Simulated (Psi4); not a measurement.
**Geometry relaxation, with input and output: BH (part 1 of 3)**

The run: geometry relaxation of BH (borane(1)), SMILES [BH]. Method and program: CAM-B3LYP/cc-pVDZ, RKS (Psi4 1.11).

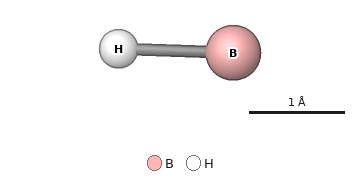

The starting structure (ball-and-stick view, seen at a tilt).

Input (bh.in):
```
memory 1600 mb

molecule {
  0 1
  B      0.000000     0.000000     0.000000
  H      0.000000     0.000000     1.232400
  units angstrom
  symmetry c1
}

set basis cc-pVDZ
set puream true
set scf_type pk
set dft_radial_points 35
set dft_spherical_points 110
set g_convergence gau_tight
set geom_maxiter 50

opt("cam-b3lyp")
```

Launch command:
```bash
psi4 -i bh.in -o bh.out -n 1
```

Output:
```
Psi4 1.11 release

gradient() will perform analytic gradient computation.

   => Loading Basis Set <=

    Name: CC-PVDZ
    Role: ORBITAL
    Keyword: BASIS

         ---------------------------------------------------------
                                   SCF
                              RKS Reference
                        1 Threads,   1525 MiB Core
         ---------------------------------------------------------

  ==> Geometry <==

    Molecular point group: c1
    Full point group: C_inf_v

    Geometry (in Angstrom), charge = 0, multiplicity = 1:

       Center              X                  Y                   Z               Mass
    ------------   -----------------  -----------------  -----------------  -----------------
         B            0.000000000000     0.000000000000    -0.103356086618    11.009305360000
         H            0.000000000000     0.000000000000     1.129043913382     1.007825032230

  Running in c1 symmetry.

  Rotational constants: A = ************  B =     12.02123  C =     12.02123 [cm^-1]
  Rotational constants: A = ************  B = 360387.34701  C = 360387.34701 [MHz]
  Nuclear repulsion =    2.146937725860111

  Charge       = 0
  Multiplicity = 1
  Electrons    = 6
  Nalpha       = 3
  Nbeta        = 3

  ==> Algorithm <==

  SCF Algorithm Type is PK.
  DIIS enabled.
  MOM disabled.
  Fractional occupation disabled.
  Guess Type is SAD.
  Energy threshold   = 1.00e-08
  Density threshold  = 1.00e-08
  Integral threshold = 1.00e-12

  ==> Primary Basis <==

  Basis Set: CC-PVDZ
    Blend: CC-PVDZ
    Number of shells: 9
    Number of basis functions: 19
    Number of Cartesian functions: 20
    Spherical Harmonics?: true
    Max angular momentum: 2

  ==> DFT Potential <==

   => LibXC <=

    Version 7.1.2

   => Composite Functional: CAM-B3LYP <=

    CAM-B3LYP Hyb-GGA Exchange-Correlation Functional

    Deriv               =              1
    GGA                 =           TRUE
    Meta                =          FALSE

    Exchange Hybrid     =           TRUE
    MP2 Hybrid          =          FALSE

   => Exchange Functionals <=

    0.3500         Becke 88 [omega = 0.3300]
    0.4600   Short-range recipe for B88 functional - erf [omega = 0.3300]

   => Exact (HF) Exchange <=

    0.4600            HF,LR [omega = 0.3300]
    0.1900               HF

   => Correlation Functionals <=

    0.1900   Vosko, Wilk & Nusair (VWN5)
    0.8100   Lee, Yang & Parr

   => LibXC Density Thresholds  <==

    XC_HYB_GGA_XC_CAM_B3LYP:  1.00E-14

   => Molecular Quadrature <=

    Radial Scheme          =       TREUTLER
    Pruning Scheme         =           NONE
    Nuclear Scheme         =       TREUTLER

    Blocking Scheme        =         OCTREE
    BS radius alpha        =              1
    Pruning alpha          =              1
    Radial Points          =             35
    Spherical Points       =            110
    Total Points           =           7567
    Total Blocks           =             87
    Max Points             =            248
    Max Functions          =             19
    Weights Tolerance      =       1.00E-15

  ==> Integral Setup <==

  Using in-core PK algorithm.
   Calculation information:
      Number of atoms:                   2
      Number of AO shells:               9
      Number of primitives:             27
      Number of atomic orbitals:        20
      Number of basis functions:        19

      Integral cutoff                 1.00e-12
      Number of threads:                 1

  Performing in-core PK
  Using 54435 doubles for integral storage.
  We computed 1035 shell quartets total.
  Whereas there are 1035 unique shell quartets.

  Computing range-separated integrals for PK
  We computed 1035 wK shell quartets total.
  Whereas there are 1035 wK unique shell quartets.

  ==> DiskJK: Disk-Based J/K Matrices <==

    J tasked:                  Yes
    K tasked:                  Yes
    wK tasked:                 Yes
    Omega:               3.300E-01
    Memory [MiB]:             1140
    Schwarz Cutoff:          1E-12

  Cached 100.0% of DFT collocation blocks in 0.004 [GiB].

  Minimum eigenvalue in the overlap matrix is 2.6798380306E-02.
  Reciprocal condition number of the overlap matrix is 8.6356116520E-03.
    Using symmetric orthogonalization.

  ==> Pre-Iterations <==

  SCF Guess: Superposition of Atomic Densities via on-the-fly atomic UHF (no occupation information).

   -------------------------
    Irrep   Nso     Nmo
   -------------------------
     A         19      19
   -------------------------
    Total      19      19
   -------------------------

  ==> Iterations <==

                        Total Energy        Delta E     RMS |[F,P]|

   @RKS iter SAD:   -24.75031202055502   -2.47503e+01   0.00000e+00
   @RKS iter   1:   -25.26031390328445   -5.10002e-01   3.40480e-03 ADIIS/DIIS
   @RKS iter   2:   -25.26439159471095   -4.07769e-03   6.43209e-04 ADIIS/DIIS
   @RKS iter   3:   -25.26450485726513   -1.13263e-04   9.55762e-05 DIIS
   @RKS iter   4:   -25.26450833851726   -3.48125e-06   1.29229e-05 DIIS
   @RKS iter   5:   -25.26450839890952   -6.03923e-08   8.93824e-07 DIIS
   @RKS iter   6:   -25.26450839936027   -4.50754e-10   1.28065e-07 DIIS
   @RKS iter   7:   -25.26450839936971   -9.44311e-12   1.95801e-08 DIIS
   @RKS iter   8:   -25.26450839936996   -2.45137e-13   6.33768e-10 DIIS
  Energy and wave function converged.

  ==> Post-Iterations <==

   Electrons on quadrature grid:
      Ntotal   =    5.9999622276 ; deviation = -3.777e-05

    Orbital Energies [Eh]
    ---------------------

    Doubly Occupied:

       1A     -6.918325     2A     -0.553227     3A     -0.291833

    Virtual:

       4A     -0.035777     5A     -0.035777     6A      0.177517
       7A      0.302740     8A      0.354847     9A      0.354847
      10A      0.431228    11A      0.656554    12A      0.733591
      13A      0.733591    14A      0.771266    15A      0.771272
      16A      1.190371    17A      1.650205    18A      1.650205
      19A      2.196542

    Final Occupation by Irrep:
              A
    DOCC [     3 ]
    NA   [     3 ]
    NB   [     3 ]

  @RKS Final Energy:   -25.26450839936996

   => Energetics <=

    Nuclear Repulsion Energy =              2.1469377258601106
    One-Electron Energy =                 -37.2288204453313440
    Two-Electron Energy =                  12.8522993893992670
    DFT Exchange-Correlation Energy =      -3.0349250692979926
    Empirical Dispersion Energy =           0.0000000000000000
    VV10 Nonlocal Energy =                  0.0000000000000000
    Total Energy =                        -25.2645083993699586

Computation Completed

Properties will be evaluated at   0.000000,   0.000000,   0.000000 [a0]

Properties computed using the SCF density matrix

 Multipole Moments:

 ------------------------------------------------------------------------------------
     Multipole            Electronic (a.u.)      Nuclear  (a.u.)        Total (a.u.)
 ------------------------------------------------------------------------------------

 L = 1.  Multiply by 2.5417464519 to convert [e a0] to [Debye]
 Dipole X            :         -0.0000000            0.0000000           -0.0000000
 Dipole Y            :         -0.0000000            0.0000000           -0.0000000
 Dipole Z            :         -0.5397208            1.1570103            0.6172895
 Magnitude           :                                                    0.6172895

 ------------------------------------------------------------------------------------

	total time  =          0 seconds =       0.00 minutes

         ------------------------------------------------------------
                                   SCF GRAD
         ------------------------------------------------------------

  ==> Geometry <==

    Molecular point group: c1
    Full point group: C_inf_v

    Geometry (in Angstrom), charge = 0, multiplicity = 1:

       Center              X                  Y                   Z               Mass
    ------------   -----------------  -----------------  -----------------  -----------------
         B            0.000000000000     0.000000000000    -0.103356086618    11.009305360000
         H            0.000000000000     0.000000000000     1.129043913382     1.007825032230

  Nuclear repulsion =    2.146937725860111

  ==> Basis Set <==

  Basis Set: CC-PVDZ
    Blend: CC-PVDZ
    Number of shells: 9
    Number of basis functions: 19
    Number of Cartesian functions: 20
    Spherical Harmonics?: true
    Max angular momentum: 2

  ==> DirectJKGrad: Integral-Direct SCF Gradients <==

    Gradient:                    1
    J tasked:                  Yes
    K tasked:                  Yes
    wK tasked:                 Yes
    Omega:               3.300E-01
    Integrals threads:           1
    Schwarz Cutoff:          1E-12

   => Molecular Quadrature <=

    Radial Scheme          =       TREUTLER
    Pruning Scheme         =           NONE
    Nuclear Scheme         =       TREUTLER

    Blocking Scheme        =         OCTREE
    BS radius alpha        =              1
    Pruning alpha          =              1
    Radial Points          =             35
    Spherical Points       =            110
    Total Points           =           7567
    Total Blocks           =             87
    Max Points             =            248
    Max Functions          =             19
    Weights Tolerance      =       1.00E-15

  -Total Gradient:
     Atom            X                  Y                   Z
    ------   -----------------  -----------------  -----------------
       1       -0.000000000000    -0.000000000000     0.007622410748
       2        0.000000000000     0.000000000000    -0.007568477961

	total time  =          0 seconds =       0.00 minutes

    			-----------------------------------------

    			 OPTKING 3.0: for geometry optimizations

    			        with contributions from

    			-----------------------------------------

	                            ===> Fragment 1 <==

	 Z (Atomic Numbers)          Masses                          Geom
	       5.000000            11.009305          0.00000000  0.00000000 -0.19531470
	       1.000000             1.007825          0.00000000  0.00000000  2.13358378

	 - Coordinate -           - BOHR/RAD -       - ANG/DEG -
	 R(1,2)           =         2.328898           1.232400

	        --- Internal Coordinate Step in ANG or DEG, aJ/ANG or AJ/DEG ---
	-------------------------------------------------------------------------------
	           Coordinate      Previous         Force          Change          New
	           ----------      --------        ------          ------        ------
	               R(1,2)       1.23240        0.06258        0.01789       1.25029
	-------------------------------------------------------------------------------

	                                 ==> Convergence Check <==

	Measures of convergence in internal coordinates in au.

	Criteria marked as inactive (o), active & met (*), and active & unmet ( ).

	----------------------------------------------------------------------------------------------~
	   Step    Total Energy     Delta E     Max Force     RMS Force      Max Disp      RMS Disp   ~
	----------------------------------------------------------------------------------------------~
	  Convergence Criteria              o    1.50e-05 *    1.00e-05 *    6.00e-05 *    4.00e-05 *~
	----------------------------------------------------------------------------------------------~
	     1     -25.26450840   -2.53e+01 o    7.60e-03      7.60e-03      3.38e-02      3.38e-02    ~
	----------------------------------------------------------------------------------------------

Next Geometry in Ang
	Fragment 1 (Ang)

	    B   0.0000000000   0.0000000000  -0.1123000866
	    H   0.0000000000   0.0000000000   1.1379879134

    Structure for next step:
    Molecular point group: c1
    Full point group: C_inf_v

    Geometry (in Angstrom), charge = 0, multiplicity = 1:

    B            0.000000000000     0.000000000000    -0.104856276232
    H            0.000000000000     0.000000000000     1.145431723797

gradient() will perform analytic gradient computation.

  ==> Geometry <==

    Molecular point group: c1
    Full point group: C_inf_v

    Geometry (in Angstrom), charge = 0, multiplicity = 1:

       Center              X                  Y                   Z               Mass
    ------------   -----------------  -----------------  -----------------  -----------------
         B            0.000000000000     0.000000000000    -0.104856276232    11.009305360000
         H            0.000000000000     0.000000000000     1.145431723797     1.007825032230

  Running in c1 symmetry.

  Rotational constants: A = ************  B =     11.67971  C =     11.67971 [cm^-1]
  Rotational constants: A = ************  B = 350148.91759  C = 350148.91759 [MHz]
  Nuclear repulsion =    2.116221265250133

  Charge       = 0
  Multiplicity = 1
  Electrons    = 6
  Nalpha       = 3
  Nbeta        = 3

  ==> Algorithm <==

  SCF Algorithm Type is PK.
  DIIS enabled.
  MOM disabled.
  Fractional occupation disabled.
  Guess Type is READ.
  Energy threshold   = 1.00e-08
  Density threshold  = 1.00e-08
  Integral threshold = 1.00e-12

   => Molecular Quadrature <=

    Radial Scheme          =       TREUTLER
    Pruning Scheme         =           NONE
    Nuclear Scheme         =       TREUTLER

    Blocking Scheme        =         OCTREE
    BS radius alpha        =              1
    Pruning alpha          =              1
    Radial Points          =             35
    Spherical Points       =            110
    Total Points           =           7567
    Total Blocks           =             86
    Max Points             =            251
    Max Functions          =             19
    Weights Tolerance      =       1.00E-15

   => Loading Basis Set <=

    Name: CC-PVDZ
    Role: ORBITAL
    Keyword: BASIS

  Reading orbitals from file scr/bh.default.2849.180.npy, no projection.

  ==> DiskJK: Disk-Based J/K Matrices <==

    J tasked:                  Yes
    K tasked:                  Yes
    wK tasked:                 Yes
    Omega:               3.300E-01
    Memory [MiB]:             1140
    Schwarz Cutoff:          1E-12

  Cached 100.0% of DFT collocation blocks in 0.004 [GiB].

  Minimum eigenvalue in the overlap matrix is 2.7939626730E-02.
  Reciprocal condition number of the overlap matrix is 9.0333465530E-03.
    Using symmetric orthogonalization.

  ==> Pre-Iterations <==

  SCF Guess: Orbitals guess was supplied from a previous computation.

   -------------------------------------------------------
    Irrep   Nso     Nmo     Nalpha   Nbeta   Ndocc  Nsocc
   -------------------------------------------------------
     A         19      19       3       3       3       0
   -------------------------------------------------------
    Total      19      19       3       3       3       0
   -------------------------------------------------------

  ==> Iterations <==

                        Total Energy        Delta E     RMS |[F,P]|

   @RKS iter   0:   -25.26109226033580   -2.52611e+01   9.29164e-04
   @RKS iter   1:   -25.26463919655030   -3.54694e-03   1.25013e-04 ADIIS/DIIS
   @RKS iter   2:   -25.26464443444468   -5.23789e-06   2.39918e-05 DIIS
   @RKS iter   3:   -25.26464460339932   -1.68955e-07   3.70492e-06 DIIS
   @RKS iter   4:   -25.26464460986613   -6.46681e-09   7.41283e-07 DIIS
   @RKS iter   5:   -25.26464461022344   -3.57314e-10   6.96429e-08 DIIS
   @RKS iter   6:   -25.26464461022616   -2.71427e-12   3.78081e-09 DIIS
  Energy and wave function converged.

  ==> Post-Iterations <==

   Electrons on quadrature grid:
      Ntotal   =    5.9999601603 ; deviation = -3.984e-05

    Final Occupation by Irrep:
              A
    DOCC [     3 ]
    NA   [     3 ]
    NB   [     3 ]

  @RKS Final Energy:   -25.26464461022616

   => Energetics <=

    Nuclear Repulsion Energy =              2.1162212652501333
    One-Electron Energy =                 -37.1717056152978529
    Two-Electron Energy =                  12.8221553711734479
    DFT Exchange-Correlation Energy =      -3.0313156313518825
    Empirical Dispersion Energy =           0.0000000000000000
    VV10 Nonlocal Energy =                  0.0000000000000000
    Total Energy =                        -25.2646446102261564

Computation Completed

Properties will be evaluated at   0.000000,   0.000000,   0.000000 [a0]

Properties computed using the SCF density matrix

 Multipole Moments:

 ------------------------------------------------------------------------------------
     Multipole            Electronic (a.u.)      Nuclear  (a.u.)        Total (a.u.)
 ------------------------------------------------------------------------------------

 L = 1.  Multiply by 2.5417464519 to convert [e a0] to [Debye]
 Dipole X            :         -0.0000000            0.0000000           -0.0000000
 Dipole Y            :         -0.0000000            0.0000000           -0.0000000
 Dipole Z            :         -0.5766993            1.1738040            0.5971047
 Magnitude           :                                                    0.5971047

 ------------------------------------------------------------------------------------

	total time  =          0 seconds =       0.00 minutes

         ------------------------------------------------------------
                                   SCF GRAD
         ------------------------------------------------------------
```
